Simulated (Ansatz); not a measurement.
```xyz
10

O    -1.3034   -1.2310    1.8774
Si   -0.4790    0.0147    1.1470
F    -1.5014    1.2603    0.9524
O     0.0891   -0.4572   -0.3463
Si    0.9549    0.1444   -1.5649
F     2.4238    0.4204   -0.9683
H    -2.2348   -1.2511    1.5451
H     0.7087    0.4124    1.9948
H     0.3924    1.4506   -1.9895
H     1.0328   -0.8147   -2.6446
```

Not at a stationary point (largest force 1.9 eV/Å).

Theory: SCF r2SCAN0, Gaussian basis in Ansatz.

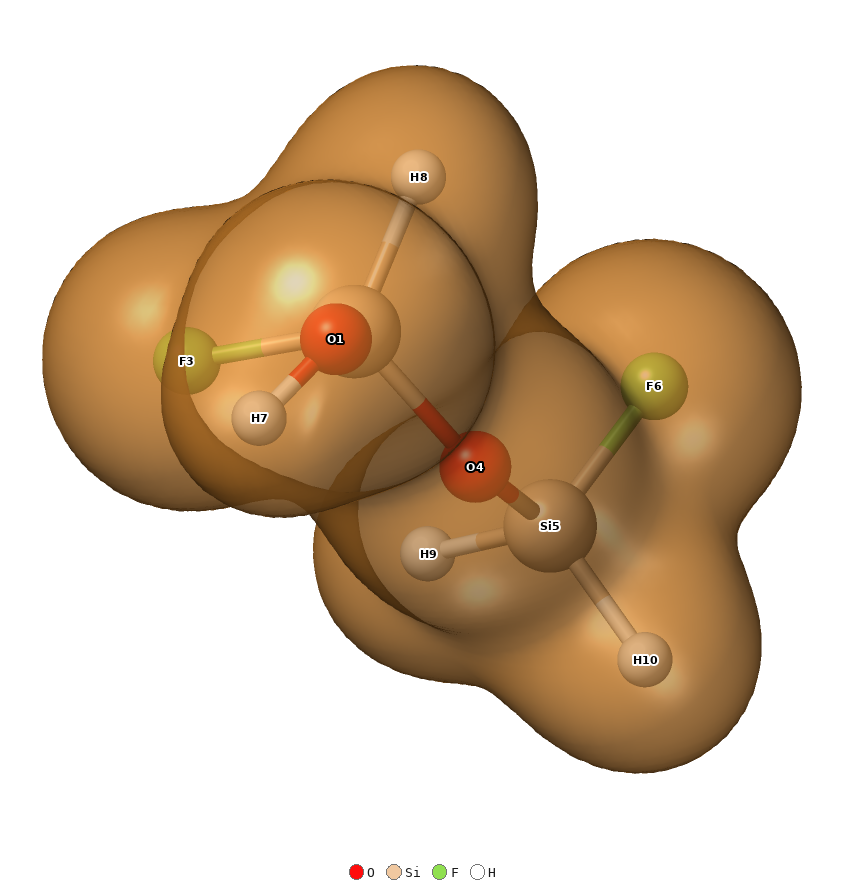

F2H4O2Si2 (SMILES O[SiH](F)O[SiH2]F). Isosurface of the total electron density at 0.05 e/Å³ (orange), seen at an oblique angle.

Q: What does this surface tell about the bonding?

A: At this value the surface is in one piece. It bridges the shortest Si–F (1.61 Å), Si–O (1.61 Å), O–H (0.99 Å) and Si–O (1.66 Å) contacts, where the density stays above the isovalue. On the grid the lowest density along these lines, outside the cores, is 0.88 e/Å³ (Si–F, 1.61 Å), 0.97 e/Å³ (Si–O, 1.61 Å), 2.2 e/Å³ (O–H, 0.99 Å) and 0.94 e/Å³ (Si–O, 1.66 Å).
